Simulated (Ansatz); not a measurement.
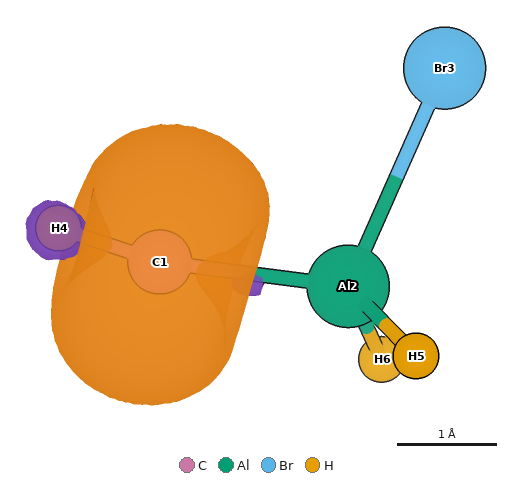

*CH3AlBr (charge −1, triplet). Isosurfaces of the spin density at +0.04 (orange) and −0.04 e/Å³ (purple), seen across its widest extent.*

Geometry: PBE0-D3(BJ)/def2-SVPD.

The calculation used isolated molecule in a Gaussian basis; Kohn-Sham density functional theory, functional PBE0 in Ansatz 0.2.0.

```xyz
6

C    -4.4693    1.7064   -2.1978
Al   -3.0838    0.3351   -2.0888
Br   -1.0535    1.4443   -1.3212
H    -5.0956    2.6064   -2.1921
H    -3.4311   -0.7914   -0.9754
H    -2.7339   -0.2909   -3.5431
```

### Where is the unpaired spin?

The unpaired spin (2 electrons) lies mostly on C1 (about 1.6), Al2 (about 0.2) and H4 (about 0.1), in electrons by Hirshfeld's partition.
